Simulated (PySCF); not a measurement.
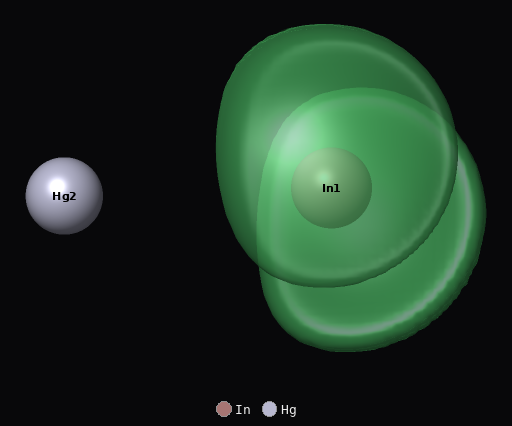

InHg (doublet). Isosurface of the electron localisation function at 0.75 (green), seen from one side. Core shells and regions of very low density are left out.

Core potentials replace the inner electrons of In and Hg.

All numbers below come from PBE0/def2-SVP, non-relativistic Hamiltonian with scalar-relativistic core potentials where named, at a bond length of 3.138 Å in PySCF.

### Describe the localisation domains.

The surface consists of two lobes on In, pointing away from the bonds (non-bonding electrons).

Values along the shortest contacts:
In–Hg (3.14 Å): the ELF is about 0.15 at the midpoint.
